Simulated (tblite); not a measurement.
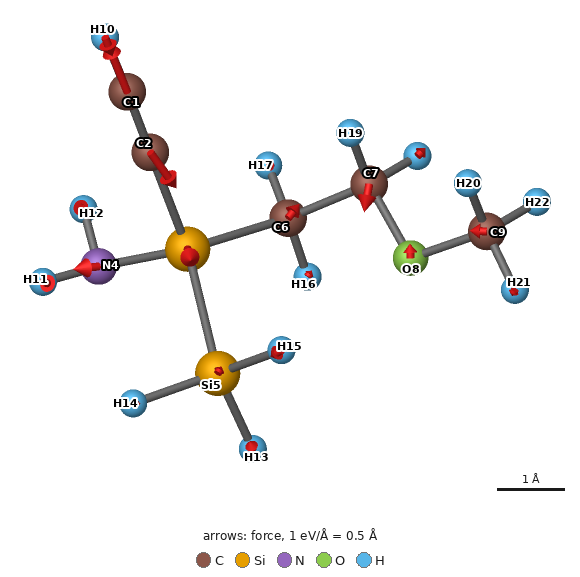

Starting geometry of C5H13NOSi2 with the computed forces as red arrows. The picture is a ball-and-stick view, seen at a tilt.

Computed with GFN2-xTB geometry optimisation, gas phase in tblite 0.8.0. 

Q: What follows when this structure is relaxed?

A: It isn't relaxed: the largest force vector, on a C atom, is 1.99 eV/Å. The final displacements have little in common with the starting forces (cosine between the two patterns 0.10). The energy falls by 8.13 kcal/mol in 114 geometry steps. An H atom moves most after the best rigid fit: 0.80 Å. By element the largest moves are H 0.80 Å, C 0.50 Å, O 0.37 Å, Si 0.35 Å, N 0.20 Å. Some distances before and after: Si–Si 2.343 → 2.303 Å, C–Si 1.874 → 1.911 Å, H–Si 1.490 → 1.466 Å, C–H 1.075 → 1.053 Å. Among the angles between lasting bonds that change: Si–N–H 109.8° → 119.8°, Si–N–H 108.7° → 118.4°, C–Si–N 104.0° → 112.7°.
